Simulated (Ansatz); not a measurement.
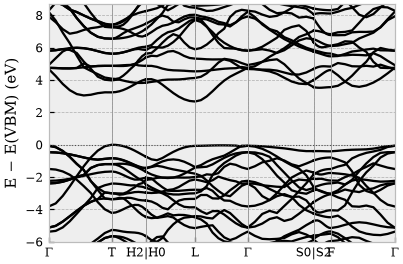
Fig. 1. Band structure from plane-wave PAW r²SCAN (Ansatz code)

Question: Read off the gap and where the band edges lie.

Answer: About 2.7 eV (2.67 eV by a search for the band edges); maximum at T, minimum at L.

Question: Pick the material that matches.
(A) B6P, R-3m (B on 18h, B on 18h, P on 6c)
(B) Ga2O3, corundum
(C) B, α-B12

Answer: A, B6P, R-3m (B on 18h, B on 18h, P on 6c)

The first step of the workflow began from a Materials Project structure, measured or hypothetical; the Crystallography Open Database copy checked does not list it. Its standing as an ambient phase is unchecked. Symmetry was held in the r²SCAN relaxation; whether a distortion lowers the energy is not shown.

Potentials: the earlier of the program's two PAW sets.
